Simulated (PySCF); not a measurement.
SMILES COc1ccsc1-c1ccco1 (C₉H₈O₂S), singlet at its GFN2-xTB optimised geometry (Å):

```
20

C      0.8970    -2.8480     0.0004
O      0.2804    -1.5817     0.0003
C      1.0993    -0.4951     0.0000
C      2.5150    -0.4951     0.0000
C      3.0372     0.7599     0.0000
S      1.8292     1.9767    -0.0001
C      0.5710     0.7815    -0.0001
C     -0.8056     1.1707    -0.0003
C     -1.9589     0.4233    -0.0032
C     -3.0239     1.3506    -0.0021
C     -2.4514     2.5855     0.0013
O     -1.1113     2.4890     0.0024
H      1.5130    -2.9946     0.8935
H      1.5116    -2.9954    -0.8936
H      0.0842    -3.5724     0.0014
H      3.1227    -1.3813     0.0000
H      4.0712     1.0403     0.0000
H     -2.0180    -0.6440    -0.0058
H     -4.0712     1.1270    -0.0038
H     -2.8696     3.5724     0.0032
```

Method: PBE/def2-SVP in PySCF 2.14.0.

Map of the log10 of the electron density (e/bohr³), floored at −4 on the plane z = 1.0 Å:

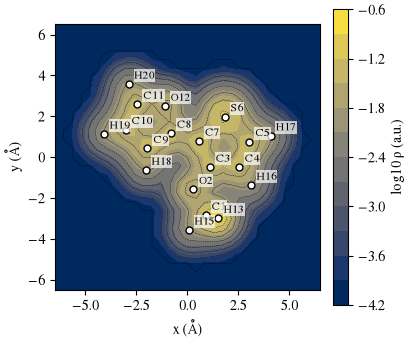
Figure. Log10 of the electron density (e/bohr³), floored at −4 on the plane z = 1.0 Å.
